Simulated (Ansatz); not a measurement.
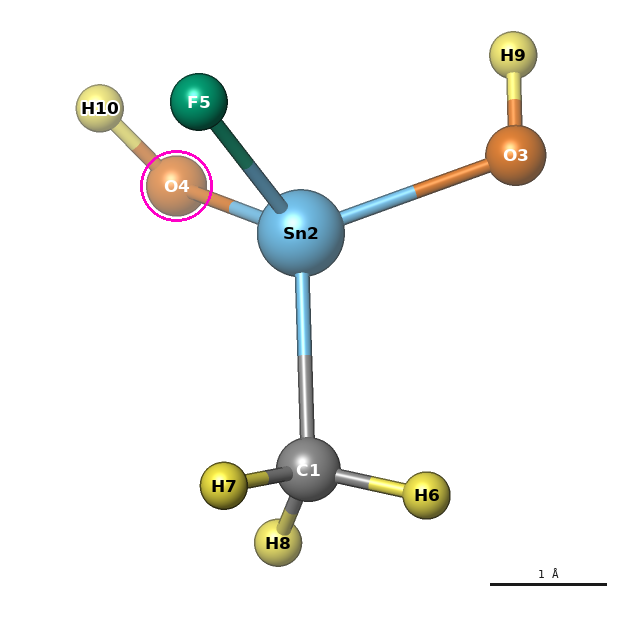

Orthographic view. Distant atoms are faded towards the background colour. Computed geometry: PBE-D4/def2-SVP optimisation. No frequency run is at hand to confirm it as a minimum.

### Name the neighbours of the circled atom.

The circled atom is O4; it is bonded to Sn2, H10.

### Of Sn2 and F5, which is nearer the viewer?

F5; the bond to Sn2 points away from the viewer, so it looks shorter than its 1.97 Å.

### What is the shortest path along bonds from the circled atom to H8?

O4–Sn2–C1–H8, 3 bonds; through space the two are 3.50 Å apart.
